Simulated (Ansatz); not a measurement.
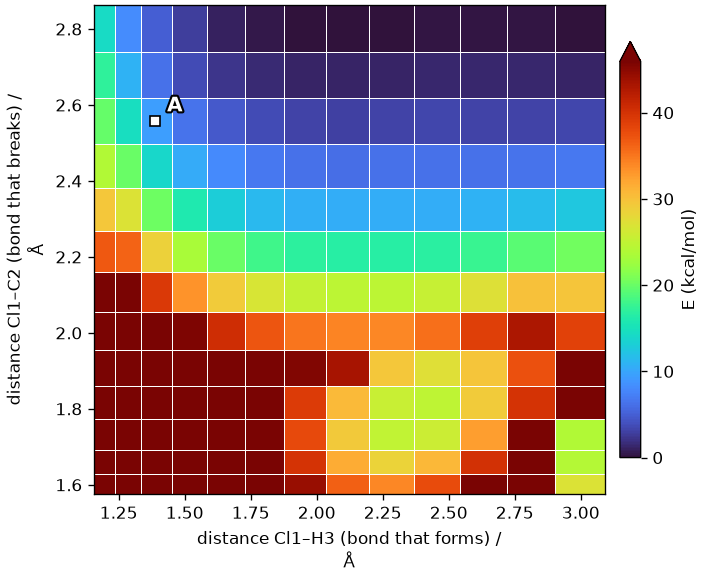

The reacting system CH₄Cl (fragments CH₂Cl + H₂ where the first distance is long, CH₄Cl where the second is long), spin multiplicity 2. 
- The first coordinate is: distance Cl1–H3 (bond that forms); the second: distance Cl1–C2 (bond that breaks).
- Relaxed at each point: all other coordinates.
- The scan uses a 13 × 13 grid.
- Points are written as (first, second).
- All energies are given in kcal/mol relative to the lowest grid point.
- Energies and slopes of some neighbouring points disagree (a jump in structure or state, or too coarse a mesh).
- Computed with Ansatz 0.2.0, UKS PBE0-D4/def2-SVP.

The picture shows one coloured cell a grid point, one colour for all values above the top of the scale, the point A.

**Which way does the force act at A, and how strong is it?**

A, at (1.389 Å, 2.557 Å), is not a stationary point. The computed force is 34 kcal/mol for each Å towards larger values of the first coordinate and 32 kcal/mol for each Å towards larger values of the second coordinate.
